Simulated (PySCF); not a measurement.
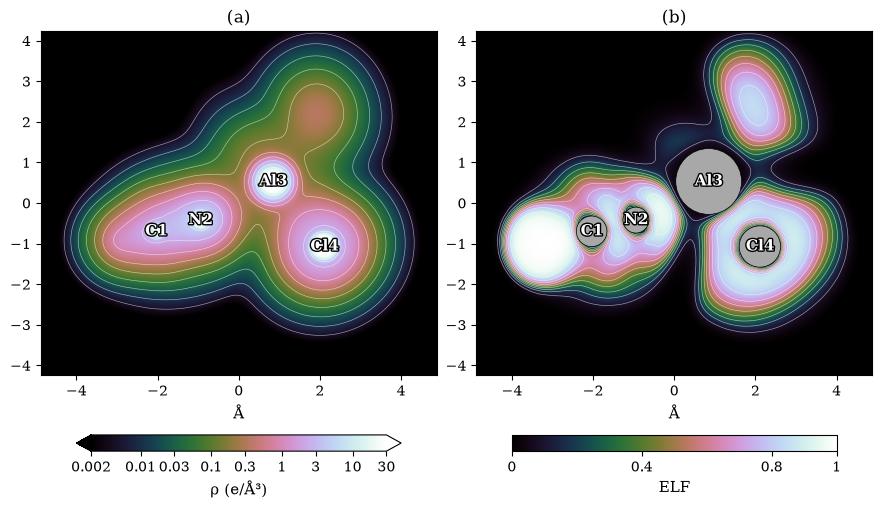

*C$_{2}$H$_{4}$AlCl$_{2}$N. (a) electron density; (b) ELF on the plane of atoms N2, Al3 and Cl4. Grey discs cover the atomic cores in the ELF map.*

Geometry: GFN2-xTB.

These are results of PBE0/pcSseg-1, SCF density, gas phase, non-relativistic (PySCF), not measurements.

Input file:

```
{"job": {"kind": "nmr", "xc": "PBE0", "basis": "pcSseg-1"}, "charge": 0, "multiplicity": 1}
C      2.526806     0.011160     0.245654
N      1.463573     0.373113     0.045643
Al    -0.413000     0.577912    -0.699740
Cl    -0.616503     2.605610    -0.618455
C     -1.209155    -0.661738     0.700773
Cl    -2.570755    -0.315759    -0.458084
H      3.515804    -0.317275     0.432441
H     -0.034587    -0.104627    -2.023156
H     -1.057632    -1.741589     0.659944
H     -1.595667    -0.422154     1.692452
```

Run with:

```sh
OMP_NUM_THREADS=1 python probes_run.py task.json out
```

**Read the bonding off the picture.**

The plane passes through C, N, Al and Cl nuclei.
C–N (1.14 Å): ρ is about 3.6 e/Å³ halfway; the ELF peaks at about 0.85 between the atoms (a short, multiple covalent bond).
Al–N (2.03 Å): the density is about 0.42 e/Å³ at the midpoint; the ELF peaks at about 0.95 in the valence shell of N, 0.6 Å from its nucleus, and is about 0.55 at the midpoint.
Al–Cl (2.04 Å): the density is about 0.81 e/Å³ at the midpoint; the ELF peaks at about 0.90 in the valence shell of Cl, 0.9 Å from its nucleus, and is about 0.80 at the midpoint.
The ELF also peaks beside Cl4, away from the bonds: lone-pair regions.
